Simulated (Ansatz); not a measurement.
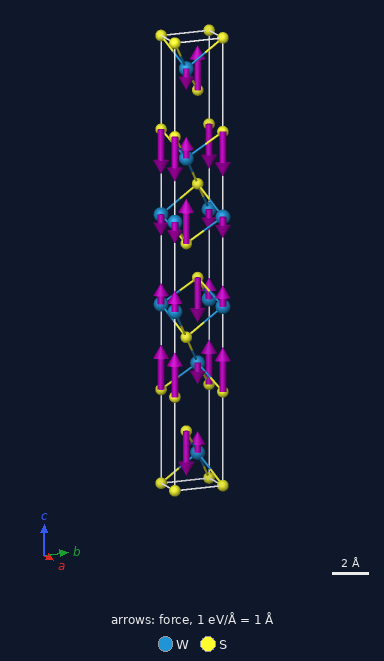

Starting geometry of a crystal of W2S3 (built on the tetradymite_166 type) (coarse preliminary run) with the computed forces as purple arrows. Style: ball-and-stick. Shown: the conventional cell (3 times the calculation's cell), slightly off an axis. Lengths and directions refer to the drawn axes.

Case: tetradymite type (R-3m, No. 166).

Computed with Ansatz, DFT PBE, scalar-relativistic, plane waves, PAW. Set-up: plane-wave cutoff 420 eV; k-point mesh 6 × 6 × 6; occupations gaussian; smearing width 0.1 eV; no spin polarisation; cell and atoms relaxed; force threshold 0.04 eV/Å; at most 70 steps.

### Is this structure relaxed? If not, where do the atoms go?

It isn't relaxed: the largest force vector, on S atoms, is 2.53 eV/Å. The final displacements follow the starting forces only in part (cosine between the two patterns 0.62). The energy falls by 606 meV per atom in 13 accepted moves (15 points after the start). Largest force component: 2.5 eV/Å at the start, 0.0091 eV/Å at the end. The pressure goes from −19.85 to 0.12 GPa. The SCF was repeated twice at an unchanged geometry on a basis and grid sized afresh for the cell, which shifted the energy by 6.5 meV per atom at most. The largest moves relative to the cell, 0.65 Å, are those of S atoms. Largest moves by element: S 0.65 Å, W 0.32 Å. The volume changes by −5.0 %, with a = b 3.636 → 3.053 Å (−16.0 %), c 25.284 → 34.054 Å (+34.7 %). Some distances before and after: W–W 3.636 → 3.053 Å, S–W 2.549 → 2.391 Å, S–W 2.692 → 2.628 Å. Bond angles that change, for instance: S–W–S 85.0° → 71.0°, W–S–W 95.0° → 109.0°, W–S–W 85.0° → 71.0°. The space group stays R-3m (No. 166). Cost: 2.6 min on 1 thread of Arm Neoverse N1 (shared host), peak memory 0.39 GiB.
